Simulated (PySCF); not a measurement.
# C4H9F (1-fluorobutane): levels of theory compared

We compute a comparison of 4 runs (HF/3-21G, HF/def2-SVP, BP86/pcseg-1, PBE0/def2-SVP) of C4H9F (1-fluorobutane). Input form: a Python script.

The results are computed with PySCF 2.14.0.

## 1. The system as given

C4H9F has 14 atoms, charge 0, and is taken as a singlet. SMILES: `CCCCF`. The coordinates come from a PBE0-D4/def2-TZVP relaxation. This is one conformer, not always the lowest.

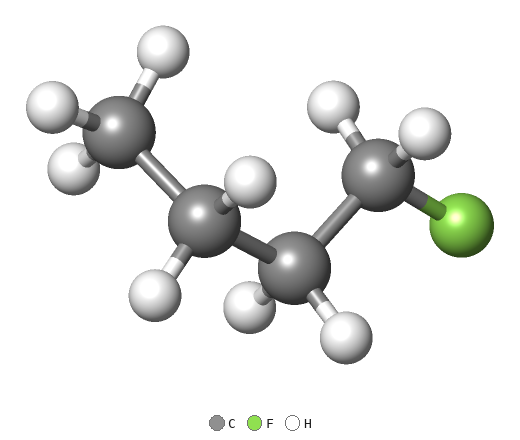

Viewed from a chosen angle; carbon grey, fluorine green, hydrogen white.

## 2. Energy and forces at HF/3-21G (run 1)

job.py

```python
from pyscf import gto, scf

system = gto.M(
    atom='''
C     -2.763006    -1.246369    -0.861791
C     -0.017102    -0.969070    -1.666606
C      1.361850     1.235049    -0.427021
C      1.654776     0.929481     2.391448
F      3.052323     2.915942     3.369665
H     -3.697759    -2.750232    -1.921965
H     -3.812636     0.502384    -1.197236
H     -2.944401    -1.707103     1.142434
H      0.065385    -0.714732    -3.716468
H      1.005259    -2.727385    -1.272787
H      0.356383     3.003871    -0.807631
H      3.249989     1.428520    -1.247540
H     -0.167222     0.924208     3.366906
H      2.656142    -0.824544     2.848573
''',
    basis='3-21g',
    unit='bohr',
    max_memory=1860,
    verbose=3,
)

myscf = scf.RHF(system)
myscf.conv_tol = 1e-10
myscf.kernel()
if not myscf.converged:
    myscf = myscf.newton().run(myscf.mo_coeff, myscf.mo_occ)

e_final = myscf.e_tot
print('E(%s) = %.9f' % ('HF', e_final))
grad = myscf.nuc_grad_method().kernel()
dip = myscf.dip_moment()
pop, q = myscf.mulliken_pop()
```

Command:

```bash
$ OMP_NUM_THREADS=1 python job.py
```

What it wrote:

```text
converged SCF energy = -254.745607981137
E(HF) = -254.745607981
--------------- RHF gradients ---------------
         x                y                z
0 C     0.0169905217     0.0004781904    -0.0052370377
1 C    -0.0106549044     0.0110388019     0.0118858040
2 C    -0.0049231462    -0.0146061175     0.0073882673
3 C     0.0112339287     0.0225344878    -0.0123946792
4 F    -0.0109148955    -0.0165520550    -0.0042754688
5 H    -0.0029606893    -0.0038175223    -0.0025061139
6 H    -0.0033334858     0.0045931647    -0.0005031754
7 H    -0.0010751842    -0.0010074153     0.0054875630
8 H     0.0009914976     0.0004154592    -0.0060877285
9 H     0.0032396042    -0.0052151564     0.0004739864
10 H    -0.0033898234     0.0058589055    -0.0014077749
11 H     0.0059003374     0.0005590232    -0.0030682849
12 H    -0.0074215111     0.0019969548     0.0064737440
13 H     0.0063177504    -0.0062767211     0.0037708985
----------------------------------------------
Dipole moment(X, Y, Z, Debye): -1.21840, -1.62481, -1.14221
 ** Mulliken pop  **
pop of  0 C 1s            1.98825
pop of  0 C 2s            0.35243
pop of  0 C 3s            1.11870
pop of  0 C 2px           0.53491
pop of  0 C 2py           0.54468
pop of  0 C 2pz           0.54216
pop of  0 C 3px           0.39323
pop of  0 C 3py           0.56351
pop of  0 C 3pz           0.54535
pop of  1 C 1s            1.98919
pop of  1 C 2s            0.34363
pop of  1 C 3s            1.11607
pop of  1 C 2px           0.53512
pop of  1 C 2py           0.53646
pop of  1 C 2pz           0.54368
pop of  1 C 3px           0.37861
pop of  1 C 3py           0.46429
pop of  1 C 3pz           0.53402
pop of  2 C 1s            1.98947
pop of  2 C 2s            0.34553
pop of  2 C 3s            1.13243
pop of  2 C 2px           0.55089
pop of  2 C 2py           0.54322
pop of  2 C 2pz           0.54216
pop of  2 C 3px           0.54859
pop of  2 C 3py           0.48243
pop of  2 C 3pz           0.35034
pop of  3 C 1s            1.98783
pop of  3 C 2s            0.37599
pop of  3 C 3s            0.96018
pop of  3 C 2px           0.52525
pop of  3 C 2py           0.46184
pop of  3 C 2pz           0.56213
pop of  3 C 3px           0.42722
pop of  3 C 3py           0.31292
pop of  3 C 3pz           0.33008
pop of  4 F 1s            1.98511
pop of  4 F 2s            0.44282
pop of  4 F 3s            1.55802
pop of  4 F 2px           0.83342
pop of  4 F 2py           0.75854
pop of  4 F 2pz           0.86718
pop of  4 F 3px           0.99781
pop of  4 F 3py           0.95051
pop of  4 F 3pz           1.02369
pop of  5 H 1s            0.46809
pop of  5 H 2s            0.32368
pop of  6 H 1s            0.46728
pop of  6 H 2s            0.33073
pop of  7 H 1s            0.47022
pop of  7 H 2s            0.33363
pop of  8 H 1s            0.46846
pop of  8 H 2s            0.31013
pop of  9 H 1s            0.46818
pop of  9 H 2s            0.32563
pop of  10 H 1s           0.46565
pop of  10 H 2s           0.31157
pop of  11 H 1s           0.46607
pop of  11 H 2s           0.30389
pop of  12 H 1s           0.48862
pop of  12 H 2s           0.31701
pop of  13 H 1s           0.48697
pop of  13 H 2s           0.32427
 ** Mulliken atomic charges  **
charge of    0C =     -0.58322
charge of    1C =     -0.44109
charge of    2C =     -0.48505
charge of    3C =      0.05654
charge of    4F =     -0.41710
charge of    5H =      0.20823
charge of    6H =      0.20199
charge of    7H =      0.19615
charge of    8H =      0.22141
charge of    9H =      0.20619
charge of   10H =      0.22277
charge of   11H =      0.23005
charge of   12H =      0.19437
charge of   13H =      0.18876
```

Run time: 6 s. Hardware: 1 thread of Intel Xeon at 2.50GHz (Skylake/Cascade Lake), shared host; peak memory 0.13 GiB.

## 3. Energy and gradient at HF/def2-SVP (run 2)

job.py

```python
from pyscf import gto

mol = gto.M(
    atom='''
C     -1.462120    -0.659550    -0.456040
C     -0.009050    -0.512810    -0.881930
C      0.720660     0.653560    -0.225970
C      0.875670     0.491860     1.265500
F      1.615220     1.543050     1.783150
H     -1.956770    -1.455360    -1.017060
H     -2.017560     0.265850    -0.633550
H     -1.558110    -0.903360     0.604550
H      0.034600    -0.378220    -1.966670
H      0.531960    -1.443270    -0.673530
H      0.188590     1.589580    -0.427380
H      1.719820     0.755940    -0.660170
H     -0.088490     0.489070     1.781690
H      1.405570    -0.436330     1.507400
''',
    charge=0,
    max_memory=1860,
    verbose=4,
    basis='def2-svp',
)

myscf = mol.RHF()
myscf.conv_tol = 1e-10
myscf.kernel()
if not myscf.converged:
    myscf = myscf.newton().run(myscf.mo_coeff, myscf.mo_occ)

e_final = myscf.e_tot
print('Final energy', e_final)
grad = myscf.nuc_grad_method().kernel()
dip = myscf.dip_moment()
pop, q = myscf.mulliken_pop()
```

Command:

```bash
$ OMP_NUM_THREADS=1 python job.py
```

What it wrote:

```text
PySCF version 2.14.0

[... 68 lines left out ...]
converged SCF energy = -255.956250440511
Final energy -255.9562504405111
[... 11 lines left out ...]
Dipole moment(X, Y, Z, Debye): -1.19265, -1.59838, -1.09595
[... 91 lines left out ...]
pop of  9 H 1s            0.76390
pop of  9 H 2s            0.18044
pop of  9 H 2px           0.00637
pop of  9 H 2py           0.01352
pop of  9 H 2pz           0.00404
pop of  10 H 1s           0.76062
pop of  10 H 2s           0.17413
pop of  10 H 2px          0.00684
pop of  10 H 2py          0.01383
pop of  10 H 2pz          0.00363
pop of  11 H 1s           0.76050
pop of  11 H 2s           0.16871
pop of  11 H 2px          0.01555
pop of  11 H 2py          0.00349
pop of  11 H 2pz          0.00542
pop of  12 H 1s           0.77851
pop of  12 H 2s           0.17406
pop of  12 H 2px          0.01518
pop of  12 H 2py          0.00263
pop of  12 H 2pz          0.00658
pop of  13 H 1s           0.77797
pop of  13 H 2s           0.18099
pop of  13 H 2px          0.00668
pop of  13 H 2py          0.01349
pop of  13 H 2pz          0.00404
 ** Mulliken atomic charges  **
charge of    0C =     -0.04787
charge of    1C =     -0.11774
charge of    2C =     -0.12072
charge of    3C =      0.39411
charge of    4F =     -0.40512
charge of    5H =      0.03820
charge of    6H =      0.03166
charge of    7H =      0.02881
charge of    8H =      0.03976
charge of    9H =      0.03174
charge of   10H =      0.04096
charge of   11H =      0.04634
charge of   12H =      0.02305
charge of   13H =      0.01684
```

Wall time 32 s (1 thread of Intel Xeon at 2.50GHz (Skylake/Cascade Lake), shared host); peak memory 0.29 GiB.

Run 3 isn't shown in full; the table further down has it.

## 4. Energy and gradient at PBE0/def2-SVP (run 4)

job.py

```python
import pyscf.grad
from pyscf import gto, dft

mol = gto.M(
    atom='''
C   -1.462120  -0.659550  -0.456040
C   -0.009050  -0.512810  -0.881930
C    0.720660   0.653560  -0.225970
C    0.875670   0.491860   1.265500
F    1.615220   1.543050   1.783150
H   -1.956770  -1.455360  -1.017060
H   -2.017560   0.265850  -0.633550
H   -1.558110  -0.903360   0.604550
H    0.034600  -0.378220  -1.966670
H    0.531960  -1.443270  -0.673530
H    0.188590   1.589580  -0.427380
H    1.719820   0.755940  -0.660170
H   -0.088490   0.489070   1.781690
H    1.405570  -0.436330   1.507400
''',
    spin=0,
    basis='def2-svp',
    verbose=4,
    max_memory=1860,
)

myscf = dft.RKS(mol)
myscf.xc = 'pbe0'
myscf.conv_tol = 1e-10
myscf.grids.level = 5
myscf.kernel()
if not myscf.converged:
    myscf = myscf.newton().run(myscf.mo_coeff, myscf.mo_occ)

e_tot = myscf.e_tot
print('E(%s) = %.9f' % ('PBE0', e_tot))
grad = myscf.Gradients().kernel()
myscf.analyze()
```

Command:

```bash
$ OMP_NUM_THREADS=1 python job.py
```

What it wrote:

```text
PySCF version 2.14.0

[... 81 lines left out ...]
converged SCF energy = -257.20182063967
[... 26 lines left out ...]
MO #5   energy= -10.2281345443791  occ= 2
[... 10 lines left out ...]
MO #16  energy= -0.40923472229011  occ= 2
[... 10 lines left out ...]
MO #27  energy= 0.148562375414671  occ= 0
[... 10 lines left out ...]
MO #38  energy= 0.459476674192965  occ= 0
[... 10 lines left out ...]
MO #49  energy= 0.694357778851446  occ= 0
[... 10 lines left out ...]
MO #60  energy= 1.12021217337889   occ= 0
[... 10 lines left out ...]
MO #71  energy= 1.67358991535795   occ= 0
[... 10 lines left out ...]
MO #82  energy= 1.88031903909167   occ= 0
[... 10 lines left out ...]
MO #93  energy= 2.30808976655327   occ= 0
[... 10 lines left out ...]
MO #104 energy= 2.87144210216202   occ= 0
[... 10 lines left out ...]
MO #115 energy= 3.80671162453036   occ= 0
[... 93 lines left out ...]
pop of  9 H 2s            0.00704
pop of  9 H 2px           0.00028
pop of  9 H 2py           0.00083
pop of  9 H 2pz           0.00008
pop of  10 H 1s           0.89618
pop of  10 H 2s           0.00838
pop of  10 H 2px          0.00024
pop of  10 H 2py          0.00089
pop of  10 H 2pz          0.00008
pop of  11 H 1s           0.89039
pop of  11 H 2s           0.00878
pop of  11 H 2px          0.00091
pop of  11 H 2py          0.00010
pop of  11 H 2pz          0.00021
pop of  12 H 1s           0.89630
pop of  12 H 2s           0.00846
pop of  12 H 2px          0.00096
pop of  12 H 2py          0.00020
pop of  12 H 2pz          0.00055
pop of  13 H 1s           0.89863
pop of  13 H 2s           0.00858
pop of  13 H 2px          0.00056
pop of  13 H 2py          0.00089
pop of  13 H 2pz          0.00022
 ** Mulliken atomic charges  **
charge of    0C =     -0.29813
charge of    1C =     -0.16505
charge of    2C =     -0.18302
charge of    3C =      0.11443
charge of    4F =     -0.32246
charge of    5H =      0.10182
charge of    6H =      0.09618
charge of    7H =      0.09324
charge of    8H =      0.09684
charge of    9H =      0.08768
charge of   10H =      0.09423
charge of   11H =      0.09961
charge of   12H =      0.09353
charge of   13H =      0.09111
Dipole moment(X, Y, Z, Debye): -1.01623, -1.35139, -0.96770
```

Run time: 1.8 min. Hardware: 1 thread of Intel Xeon at 2.50GHz (Skylake/Cascade Lake), shared host; peak memory 1.2 GiB.

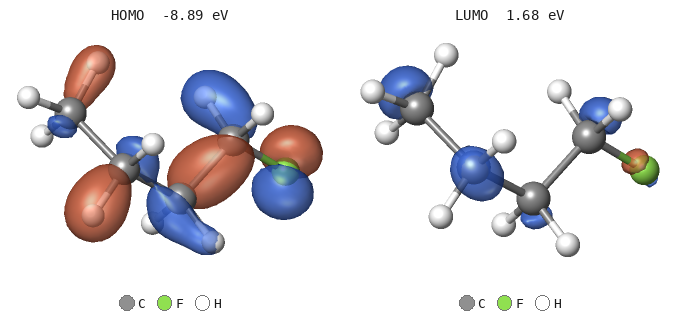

Frontier orbitals of this run, surfaces at ±0.2 Å^-3/2.

## 5. Overview of the runs

| run | level | integration grid | energy (Eh) | dipole moment (D) | HOMO energy (eV) | LUMO energy (eV) | wall time |
| --- | --- | --- | --- | --- | --- | --- | --- |
| 1 | HF/3-21G | – | -254.745608 | 2.33 | -12.52 | 6.76 | 6 s |
| 2 | HF/def2-SVP | – | -255.956250 | 2.28 | -12.79 | 4.55 | 32 s |
| 3 | BP86/pcseg-1 | 5 | -257.627007 | 1.95 | -7.47 | 0.59 | 2 min |
| 4 | PBE0/def2-SVP | 5 | -257.201821 | 1.95 | -8.89 | 1.68 | 1.8 min |

## 6. Outcome

```
                       quantity          value
            run 4: total energy  -257.20182 Eh
           run 4: dipole moment         1.95 D
             run 4: HOMO energy       -8.89 eV
             run 4: LUMO energy        1.68 eV
           run 4: HOMO–LUMO gap       10.57 eV
run 4: largest force on an atom     0.742 eV/Å
```

The dipole moment (its size) runs from 1.95 D (PBE0/def2-SVP) to 2.33 D (HF/3-21G). The two ends differ in method and basis. The HOMO–LUMO gap runs from 8.05 eV (BP86/pcseg-1) to 19.28 eV (HF/3-21G). Totals of different functionals can't be ranked against each other. All runs together took 4.5 min, the longest 2 min.
